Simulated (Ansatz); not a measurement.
**TePtS monolayer, Janus: modes against biaxial strain in the plane of the sheet**

Wanted: the shifts of the zone-centre modes of TePtS monolayer, Janus with strain.

Calculated with Ansatz 0.2.0; DFT PBE, scalar-relativistic, plane waves, PAW; PAW set soft_1.

## (1) Set-up

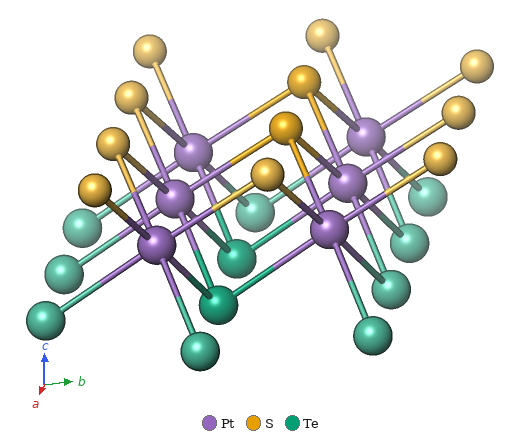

The cell as given, slightly off an axis (platinum purple, sulfur orange, tellurium teal). 2×1×1 cells are drawn. Some periodic images of atoms are drawn too.

The cell holds 3 atoms: 1 Pt, 1 S and 1 Te. Its edges and angles: a = 3.650 Å, b = 3.650 Å, c = 30.000 Å, α = 90.0°, β = 90.0°, γ = 120.0°. Vacuum lies along c. The height across the vacuum is the one that the program set for its solve, not the one typed.

## (2) A rough relaxation first

The start is far from rest, so a relaxation with loose tolerances brings it close first. The program lengthens the typed cell of 20.0 Å along the normal to 30.0 Å, as its cut-off of the electrostatics needs, and moves no atom.

input.yaml

```yaml
crystal:
  lattice:
    - [3.65, 0.0, 0.0]
    - [-1.825, 3.16099, 0.0]
    - [0.0, 0.0, 20.0]
  atoms:
    - { symbol: Pt, position: [0.0, 0.0, 0.5] }
    - { symbol: S, position: [0.333333, 0.666667, 0.575] }
    - { symbol: Te, position: [0.666667, 0.333333, 0.42] }
  periodic: [true, true, false]
kpoints:
  mp_grid: { grid: [6, 6, 1] }
hamiltonian:
  xc: pbe
  pseudopotentials: { kind: paw, azcp: { folder: soft_1 } }
scf:
  occupations: { method: gaussian, width: 0.1 }
output:
  forces: true
  stress: true
  eigenvalues: true
relax:
  adjacent_minimum: "off"
  f_tol: 0.05
  max_steps: 80
  cell: { stress_2d_tol: 0.02 }
```

On the command line:

```bash
$ ansatz run input.yaml --threads 4 --pin off --max-ram 16384MiB --backend cpu --events-out ev --progress --plain --runs-dir out
```

Numbers of over 12 decimals in the logs are rounded to 6 here.

The program printed:

```text
[...]
F+E_penalty+E_count = -20407.65014966 eV   max|allowed force component| = 1.398e-3 eV/Å   (the final SCF, on the basis selected at the relaxed cell)
  cell:  # Å, volume = 377.9148 Å³
    - [3.813915, 0, 0]
    - [-1.906957, 3.302947, 0]
    - [0, 0, 30.0]
  atoms:
    - { symbol: Pt, position: [4.925272640083014e-19, 0, 0.334953] }
    - { symbol: S, position: [0.333333, 0.666667, 0.374464] }
    - { symbol: Te, position: [0.666667, 0.333333, 0.287250] }
[key lines of the parts left out:]
SCF converged after 11 iterations
Free energy (F): -20407.650150 eV
Fermi energy:    -5.085745 eV
P = ½ c Tr σ = 0.0003 N/m
```

Wall time 14 s (4 threads of Arm Neoverse V1, shared host); peak memory 0.64 GiB.

Step by step:

```csv
step,energy less that of the first step (eV),largest force component (eV/Å),volume (Å³)
1,0.0000,1.9566,346.13
2,-0.3028,0.0915,350.52
3,-0.3834,0.1615,369.61
4,-0.3920,0.0100,377.66
5,-0.3920,0.0006,377.91
6*,-0.3936,0.0014,377.91
```

Relaxation steps marked * repeat the geometry before them on a plane-wave basis chosen anew for their cell, so energy and pressure can jump there.

The run keeps the 6 symmetry operations that it works with, so distortions that break them were not tested.

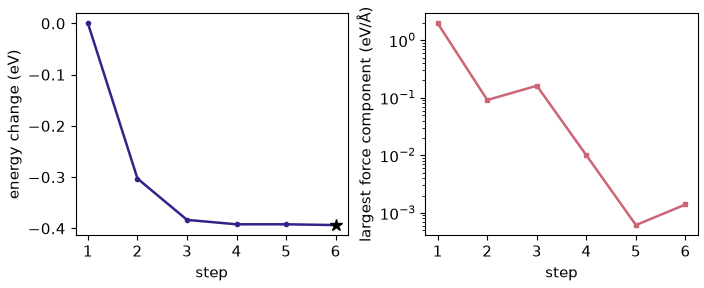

Energy and largest force along the relaxation. Stars mark steps on a basis chosen anew.

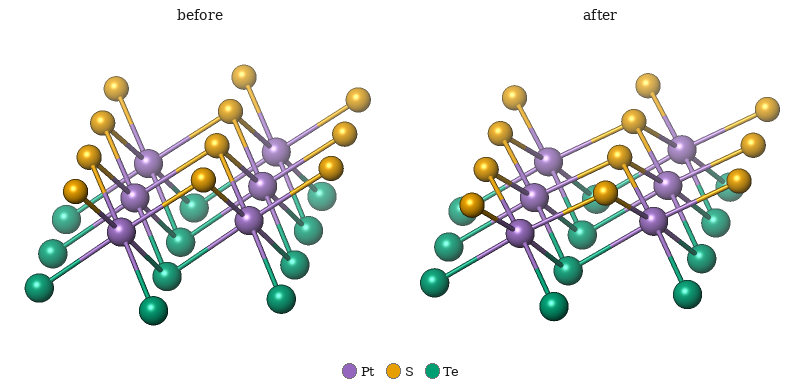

The structure before and after the relaxation, drawn at the same scale.

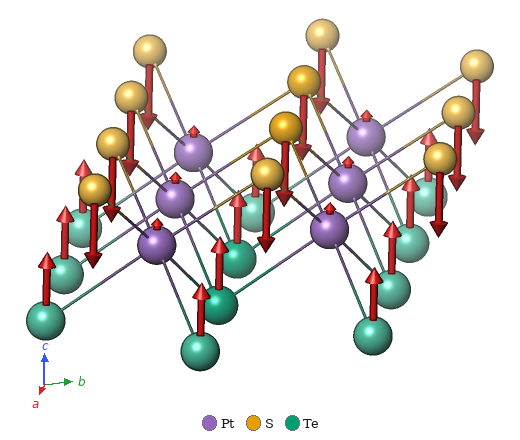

Displacements in the relaxation, exaggerated, measured against the changing cell; the longest in the cell stands for 0.27 Å. 2×1×1 cells are drawn. Some periodic images of atoms are drawn too.

```csv
cell as run,before,after,change
a (Å),3.650,3.814,+4.5 %
b (Å),3.650,3.814,+4.5 %
```

The atoms that moved most (Å, along periodic axes as changes of fractional coordinates times the final cell, across vacuum about the mean position):

```
atom     dx     dy      dz  length
  S2  0.000  0.000  -0.266   0.266
 Te3  0.000  0.000   0.218   0.218
 Pt1  0.000  0.000   0.049   0.049
```

The relaxed structure:

```cif
data_structure
_symmetry_space_group_name_H-M 'P 1'
_symmetry_Int_Tables_number 1
_cell_length_a 3.8139
_cell_length_b 3.8139
_cell_length_c 30.0000
_cell_angle_alpha 90.000
_cell_angle_beta 90.000
_cell_angle_gamma 120.000
_cell_volume 377.91
loop_
_atom_site_label
_atom_site_type_symbol
_atom_site_fract_x
_atom_site_fract_y
_atom_site_fract_z
_atom_site_occupancy
Pt1 Pt 0.00000 0.00000 0.33495 1
S2 S 0.33333 0.66667 0.37446 1
Te3 Te 0.66667 0.33333 0.28725 1
```

A gap read on the k-mesh alone can miss the band edges.

This step gave:

| Quantity | Value |
| --- | --- |
| gap on the k-mesh | 0.9273 eV |
| area per atom | 4.199 Å² |

The relaxation ends with a largest force component of 0.0014 eV/Å.

## (3) Bringing the structure to rest

Harmonic phonons are second derivatives at a point where the forces vanish, and they are wanted at zero stress, so atoms and cell are relaxed first.

input.yaml, the sections that differ from step 2:

```yaml
crystal:
  lattice:
    - [3.8139147717, 0.0, 0.0]
    - [-1.9069573858, 3.3029470801, 0.0]
    - [0.0, 0.0, 30.0]
  atoms:
    - { symbol: Pt, position: [0.0, 0.0, 0.3349525789] }
    - { symbol: S, position: [0.3333333333, 0.6666666667, 0.374463756] }
    - { symbol: Te, position: [0.6666666667, 0.3333333333, 0.2872503317] }
  periodic: [true, true, false]
kpoints:
  mp_grid: { grid: [9, 9, 1] }
scf:
  occupations: { method: gaussian, width: 0.02 }
relax:
  adjacent_minimum: "off"
  f_tol: 0.005
  max_steps: 80
  cell: { stress_2d_tol: 0.02 }
# hamiltonian, output: as in step 2
```

The program printed:

```text
[...]
Crystal: 3 atoms, lattice volume = 377.915 Å³
Basis set: ecut = 420 eV, 7361 PW (Γ), exchange–correlation on 54×54×432 points (8 copies of the dense FFT grid, shifted against one another)
Bands: 24, of which v1, the nominal top of the filled ones, is band 20 counted from 1 (19 counted from 0)
Symmetry: 6 space group operations
[...]
k-points: 12 of 81 (time reversal used)
[...]
° read free of the cell's end (the report's vacuum.weakly_bound_levels)
--- Relaxed structure (4 steps of the walk, 3 accepted, 1 SCFs on fresh bases) ---
[...]
cell:  # Å, volume = 377.3053 Å³
    - [3.810838, -2.884431715241961e-11, 0]
    - [-1.905419, 3.300282, 0]
    - [0, 0, 30.0]
  atoms:
    - { symbol: Pt, position: [0, 0, 0.334975] }
    - { symbol: S, position: [0.333333, 0.666667, 0.374554] }
    - { symbol: Te, position: [0.666667, 0.333333, 0.287137] }
[key lines of the parts left out:]
SCF converged after 8 iterations
Free energy (F): -20407.650327 eV
Fermi energy:    -5.071396 eV
P = ½ c Tr σ = -0.0031 N/m
```

Wall time 20 s (4 threads); peak memory 0.69 GiB.

Little changed from the start: no atom moved by 0.005 Å and no cell edge by 0.1 %.

Numbers from this step:

```
gap on the k-mesh : 0.8922 eV
area per atom     : 4.192 Å²
```

## (4) Tight relaxation

Phonons need small forces and stress, so the relaxation is finished with tight tolerances on 9×9×1 k points.

input.yaml

```yaml
crystal:
  lattice:
    - [3.8108379686, 0.0, 0.0]
    - [-1.9054189843, 3.3002824905, 0.0]
    - [0.0, 0.0, 30.0]
  atoms:
    - { symbol: Pt, position: [0.0, 0.0, 0.3349754497] }
    - { symbol: S, position: [0.3333333333, 0.6666666667, 0.3745540472] }
    - { symbol: Te, position: [0.6666666667, 0.3333333333, 0.2871371697] }
  periodic: [true, true, false]
kpoints:
  mp_grid: { grid: [9, 9, 1] }
hamiltonian:
  xc: pbe
  pseudopotentials: { kind: paw, azcp: { folder: soft_1 } }
scf:
  occupations: { method: fixed }
output:
  forces: true
  stress: true
  eigenvalues: true
  write_density: true
  write_potential: true
  elf: true
  volumetric_format: npy
relax:
  adjacent_minimum: "off"
  f_tol: 0.001
  max_steps: 60
  cell: { stress_2d_tol: 0.002 }
```

The program printed:

```text
[...]
Crystal: 3 atoms, lattice volume = 377.305 Å³
Basis set: ecut = 420 eV, 7361 PW (Γ), exchange–correlation on 54×54×432 points (8 copies of the dense FFT grid, shifted against one another)
Bands: 24, of which v1, the nominal top of the filled ones, is band 20 counted from 1 (19 counted from 0)
Symmetry: 6 space group operations
[...]
k-points: 12 of 81 (time reversal used)
[...]
° read free of the cell's end (the report's vacuum.weakly_bound_levels)
--- Relaxed structure (2 steps of the walk, 2 accepted, 1 SCFs on fresh bases) ---
[...]
cell:  # Å, volume = 377.2776 Å³
    - [3.810698, 0.0, 0]
    - [-1.905349, 3.300162, 0]
    - [0, 0, 30.0]
  atoms:
    - { symbol: Pt, position: [0, 0, 0.334973] }
    - { symbol: S, position: [0.333333, 0.666667, 0.374558] }
    - { symbol: Te, position: [0.666667, 0.333333, 0.287135] }
[key lines of the parts left out:]
SCF converged after 11 iterations
Free energy (F): -20407.650327 eV
Fermi energy:    -5.518003 eV
P = ½ c Tr σ = 0.0001 N/m
```

It took 14 s on 4 threads; peak memory 0.69 GiB.

Little changed from the start: no atom moved by 0.005 Å and no cell edge by 0.1 %.

Numbers from this step:

```yaml
gap_on_the_k_mesh: 0.8926 eV
```

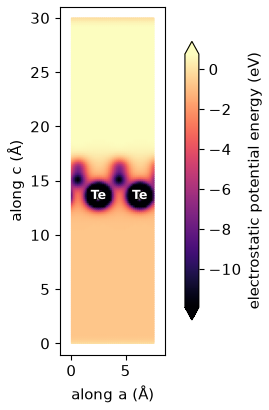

Electrostatic potential energy in the ac plane at fractional y = 0.333, with atoms of Te within 0.2 Å of it. With pseudopotentials it is smooth inside the atoms' cores, unlike the true potential.

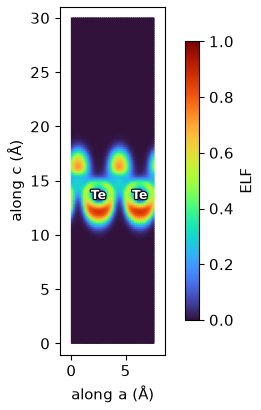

ELF in the ac plane at fractional y = 0.333, with atoms of Te within 0.2 Å of it. It is the smooth field of the valence electrons, not physical close to the nuclei.

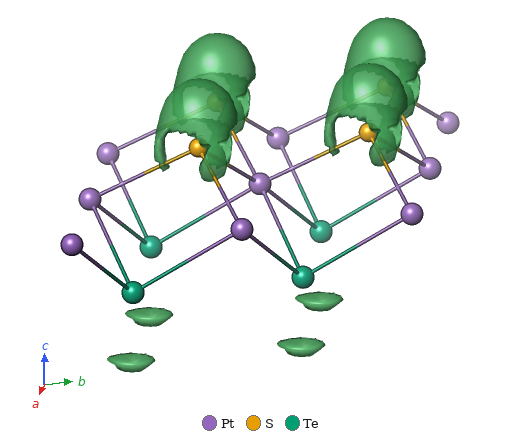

Surface of ELF = 0.85. 2×2×1 cells are drawn.

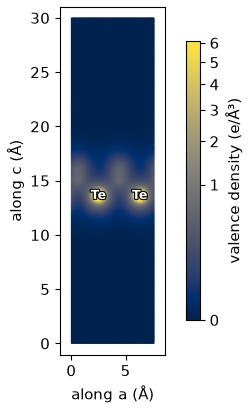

Valence density in the ac plane at fractional y = 0.333, with atoms of Te within 0.2 Å of it. It is the smooth field of the valence electrons, not physical close to the nuclei. The colour scale is stretched toward low values.

The largest force component left is 0.87 meV/Å, within the tolerances set.

## (5) Modes at rest

The force constants come from the linear response of the density to a displacement.

The modes at rest are the reference of the series.

input.yaml, the sections that differ from step 4:

```yaml
crystal:
  lattice:
    - [3.8106982977, 0.0, 0.0]
    - [-1.9053491489, 3.300161532, 0.0]
    - [0.0, 0.0, 30.0]
  atoms:
    - { symbol: Pt, position: [0.0, 0.0, 0.3349733151] }
    - { symbol: S, position: [0.3333333333, 0.6666666667, 0.3745583487] }
    - { symbol: Te, position: [0.6666666667, 0.3333333333, 0.2871350028] }
  periodic: [true, true, false]
output:
  eigenvalues: true
phonons:
  method: dfpt
# kpoints, hamiltonian, scf: as in step 4
# relax: removed
```

The program printed:

```text
[...]
Crystal: 3 atoms, lattice volume = 377.278 Å³
Basis set: ecut = 420 eV, 7361 PW (Γ), exchange–correlation on 54×54×432 points (8 copies of the dense FFT grid, shifted against one another)
Bands: 24, of which v1, the nominal top of the filled ones, is band 20 counted from 1 (19 counted from 0)
Symmetry: 6 space group operations
k-points: 25 of 81 (irreducible under 2 space group operations, time reversal used)
[...]
SCF iter   1: F=—  HF=-20408.657193 eV  |F-HF|=—  |Δ(HF+E_count)|=         —  Δρ=3.20e-2  dr2=5.93e0  ethr=3.10e-3  ⟨swp⟩=7.6  Hψ=3273  notcnv=0  defer=49
[...]
SCF iter  17: F=-20407.650327 eV  HF=-20407.650327 eV  |F-HF|=2.18e-11  |Δ(HF+E_count)|=  1.46e-11  Δρ=6.91e-8  dr2=3.54e-11  ethr=1.00e-12  ⟨swp⟩=24.0  Hψ=6657  notcnv=0
SCF 1 converged in 17 iterations: F = -20407.650327 eV  dr2 = 3.54e-11
[...]
DFPT response loops at Γ: preconditioner auto → none (the input reference at scf.mixing.eps_inf says where Resta's filter doesn't serve); β = 0.50; Broyden in place of MSR1
SCF converged after 17 iterations
Free energy (F): -20407.650327 eV
[...]
Internal energy: -20407.650327 eV  (E = F + TS)
E sigma→0 (E₀):  -20407.650327 eV
Fermi energy:    -5.518002 eV
[...]
--- Band table (eV; the first three rows and the last of 25) ---
  k-point 0: bands = [... 16 lower, -7.1889, -5.9729, -5.6203, -5.6203, -2.7029 (-2.7029°), -2.7029 (-2.7029°), -1.6318, -0.5997]
  k-point 1: bands = [... 16 lower, -7.3809, -6.1183, -5.6621, -5.5878, -3.5007, -2.9067, -1.3332, -0.2957]
  k-point 2: bands = [... 16 lower, -7.8198, -6.3490, -5.9518, -5.6182, -4.3948, -3.1513, -0.7163, -0.3182]
  k-point 24: bands = [... 16 lower, -7.9991, -7.2664, -7.0631, -5.8998, -4.3764, -3.5912, -0.2600, 0.5458]
  ° read free of the cell's end (the report's vacuum.weakly_bound_levels)
--- Phonons (Γ-DFPT): 6 representative perturbations + reference, on 25 of 81 k-points (Σ response iterations 27) ---
  k mesh reduced under 2 symmetry operations, with k and −k counted as one. Each operation leaves every solved perturbation unchanged. A smaller set is not used because it would not reduce the number of displacements times k-points to solve
  ASR residual: 7.579e-5 → 0.000e0 eV/Å²; symmetrization residual: 2.207e-5 eV/Å²
  ASR residual per site (eV/Å²): 7.58e-5 2.95e-5 3.29e-5
  Γ frequencies (cm⁻¹): 0.00 0.00 0.00 167.24 167.24 177.89 240.80 240.80 285.27
  non-analytic LO–TO correction: not included (Born effective charges unavailable; polar crystals: no LO–TO splitting at Γ)
```

Run time: 58 s. Hardware: 4 threads; peak memory 1.3 GiB; 3.7 min of CPU time.

Reading the cycles: dr2 is the Hartree energy of the density residual (eV), the measure of convergence; HF is the Harris–Foulkes estimate of the energy, which meets the free energy F at convergence.

This step gave:

| Item | Value |
| --- | --- |
| sum-rule residual before enforcement | 7.58e-5 eV/Å² |
| point group | 3m |
| highest optical mode at the zone centre (no LO-TO term) | 285.3 cm⁻¹ |
| lowest optical zone-centre mode | 167.2 cm⁻¹ |

Without the LO-TO term. Patterns of degenerate modes are one choice out of their space. The modes at Γ (shares of kinetic energy by element, %):

| mode | frequency (cm⁻¹) | symmetry | Pt % | S % | Te % |
| --- | --- | --- | --- | --- | --- |
| 1 | 0.0 | acoustic | 55 | 9 | 36 |
| 2 | 0.0 | acoustic | 55 | 9 | 36 |
| 3 | 0.0 | acoustic | 55 | 9 | 36 |
| 4 | 167.2 | E | 27 | 9 | 64 |
| 5 | 167.2 | E | 27 | 9 | 64 |
| 6 | 177.9 | A1 | 32 | 4 | 64 |
| 7 | 240.8 | E | 18 | 81 | 1 |
| 8 | 240.8 | E | 18 | 81 | 1 |
| 9 | 285.3 | A1 | 13 | 87 | 0 |

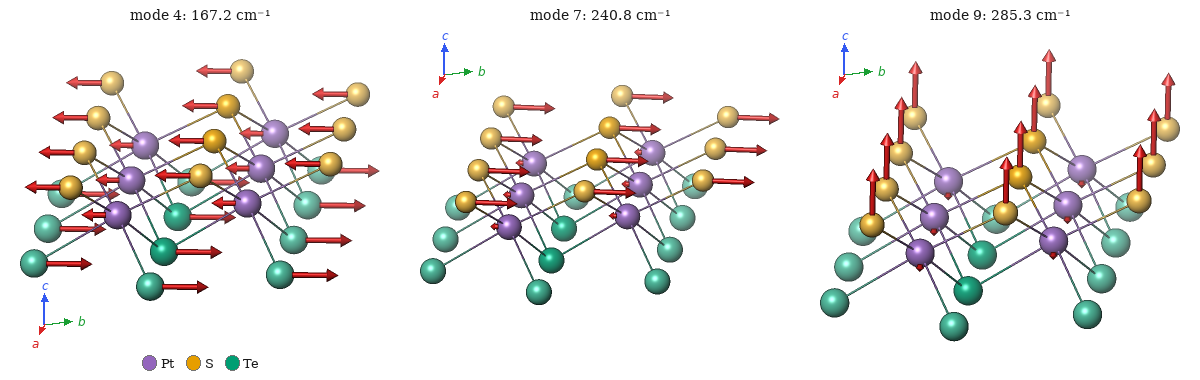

Displacement patterns of modes 4, 7 and 9 at Γ; arrows are exaggerated. 2×1×1 cells are drawn. Some periodic images of atoms are drawn too.

Before it was imposed, the acoustic sum rule was missed by 7.6e-5 eV/Å². Small misses are needed for a sound result but don't prove that mesh and cutoff are converged. The lowest optical mode is real, 167 cm⁻¹.

## (6) Relaxation of a member: biaxial strain of +5 % in the plane of the sheet

The cell takes a biaxial strain of +5 % in the plane of the sheet. The cell is held, and the atoms relax in it.

input.yaml

```yaml
crystal:
  lattice:
    - [4.0012332126, 0.0, 0.0]
    - [-2.0006166063, 3.4651696085, 0.0]
    - [0.0, 0.0, 30.0]
  atoms:
    - { symbol: Pt, position: [0.0, 0.0, 0.3345624674] }
    - { symbol: S, position: [0.3333333333, 0.6666666667, 0.3719517552] }
    - { symbol: Te, position: [0.6666666667, 0.3333333333, 0.2901524439] }
  periodic: [true, true, false]
kpoints:
  mp_grid: { grid: [9, 9, 1] }
hamiltonian:
  xc: pbe
  pseudopotentials: { kind: paw, azcp: { folder: soft_1 } }
scf:
  occupations: { method: gaussian, width: 0.02 }
output:
  forces: true
  stress: true
  eigenvalues: true
relax:
  adjacent_minimum: "off"
  f_tol: 0.001
  max_steps: 60
```

The program printed:

```text
[...]
--- Relaxed structure (5 steps of the walk, 4 accepted, 0 SCFs on fresh bases) ---
  F+E_penalty+E_count = -20407.49968449 eV   max|allowed force component| = 8.406e-5 eV/Å
  cell:  # Å, volume = 415.9486 Å³
    - [4.001233, 0.0, 0.0]
    - [-2.000617, 3.465170, 0.0]
    - [0.0, 0.0, 30.0]
  atoms:
    - { symbol: Pt, position: [0, 0, 0.334474] }
    - { symbol: S, position: [0.333333, 0.666667, 0.371305] }
    - { symbol: Te, position: [0.666667, 0.333333, 0.290888] }
[key lines of the parts left out:]
SCF converged after 6 iterations
Free energy (F): -20407.499684 eV
Fermi energy:    -5.039577 eV
P = ½ c Tr σ = -3.5185 N/m
```

Run time: 18 s. Hardware: 4 threads; peak memory 0.71 GiB; 68 s of CPU time.

The steps of the relaxation:

```csv
step,energy less that of the first step (eV),largest force component (eV/Å)
1,0.0000,0.2360
2,0.0188,0.6308
3,-0.0042,0.0149
4,-0.0042,0.0034
5,-0.0042,0.0001
```

Relaxation step 2 was tried and not accepted.

Forces are held to the 6 operations that the run works with; a distortion that breaks them can't arise in this run.

The atoms that moved most (Å):

```
atom     dx     dy      dz  length
 Te3  0.000  0.000   0.022   0.022
  S2  0.000  0.000  -0.019   0.019
```

Final coordinates:

```xyz
3
Lattice="4.0012 0.0000 0.0000 -2.0006 3.4652 0.0000 0.0000 0.0000 30.0000" Properties=species:S:1:pos:R:3
Pt    0.0000    0.0000   10.0342
S     0.0000    2.3101   11.1391
Te    2.0006    1.1551    8.7266
```

This step gave:

```
gap on the k-mesh : 0.9067 eV
area per atom     : 4.622 Å²
```

The largest force component left is 0.083 meV/Å.

[end of part 1 of 2]

[Logs are printed without paths, hosts, clocks, repeated set-up lines and the standing remarks that a program may print on its own settings, such as how far it seeks lower states.]

[Hosts, paths, dates, database ids (printed as entryN), source tags and the programs' standing remarks are cut or masked in the printed files.]
